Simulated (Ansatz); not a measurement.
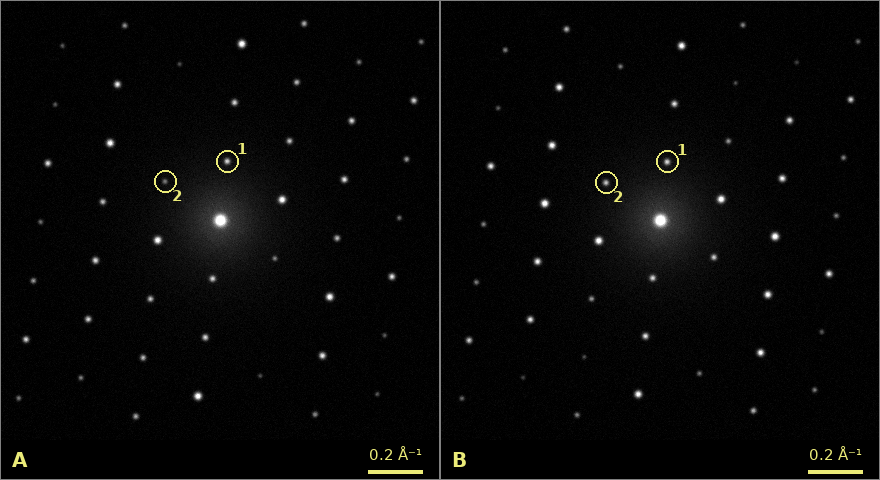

Kinematic electron diffraction patterns (120 kV, B = 0.5 Å², same scale) along [101] of the run's own cell, for the start and the end of one relaxation of Ti2PbO4 with DFT, PAW plane waves, r2scan (Ansatz 0.2.0). k mesh 3×5×5. The start is a generated model structure, and the relaxation ends in the nearest stationary point of its symmetry, not necessarily the ground state. Spot 1 is 0 -1 0 and spot 2 is 1 -1 -1 in both.

Start structure:

```
Pb Ti O
1.0
    -8.50175    0.00000    0.00000
     0.00000    0.00000    5.17541
     0.00000    4.67175    2.58770
Pb Ti O
2 4 8
Direct
  0.75000 0.96970 0.05640
  0.25000 0.02610 0.94360
  0.94760 0.28710 0.34520
  0.05240 0.63230 0.65480
  0.55240 0.28710 0.34520
  0.44760 0.63230 0.65480
  0.94050 0.63100 0.36520
  0.05950 0.99620 0.63480
  0.55950 0.63100 0.36520
  0.44050 0.99620 0.63480
  0.00000 0.32570 0.00000
  0.50000 0.32570 0.00000
  0.75000 0.13090 0.38120
  0.25000 0.51210 0.61880
```

**Which pattern belongs to the start structure, and which to the relaxed one?**

A is the start: its cell gives d(1) = 4.527 Å, d(2) = 3.996 Å and an angle of 62.1°. B is the relaxed structure, with d(1) = 4.577 Å (+1.1 %), d(2) = 4.083 Å (+2.2 %) and 62.4°.

**Name reflections whose intensity changes strongly on relaxation.**

1 2 -1 goes from 18 to 0.92 % of the strongest spot; 2 -1 -2 goes from 19 to 100 % of the strongest spot; 1 -1 -1 goes from 4.1 to 21 % of the strongest spot.

**What did the relaxation do to the structure and the energy?**

The volume changed by +7.7 % to 15.81 Å³ an atom; with the mean shift removed, the atoms moved by up to 0.43 Å relative to the cell (Pb most); the space group stayed Ama2 (No. 40); the free energy fell by 220 meV an atom. Relaxed cell: a = 9.033 Å, b = 5.253 Å, c = 5.353 Å, α = 60.62°, β = 90.00°, γ = 90.00°.
